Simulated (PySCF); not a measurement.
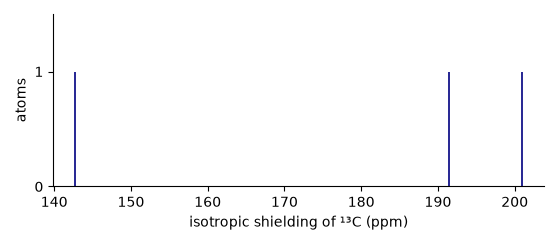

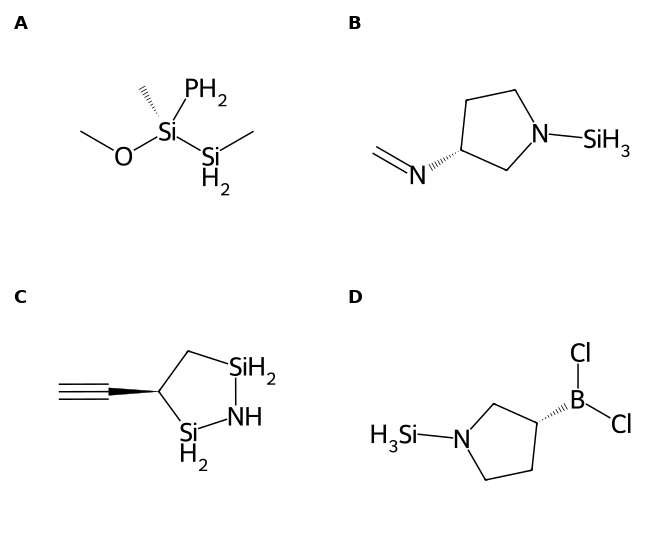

The sticks are computed shieldings of one of the molecules, for one fixed geometry (PBE0-D3(BJ)/def2-SVP) without averaging over rotations. Low shielding means a high chemical shift. Method: GIAO HF/pcSseg-1 NMR shielding, non-relativistic, gas phase (PySCF 2.14.0).

> Which molecule gives this pattern?

A, `CO[Si@@](C)(P)[SiH2]C`. Its 3 C atoms give lines at 142.8, 191.5, 200.9 ppm.
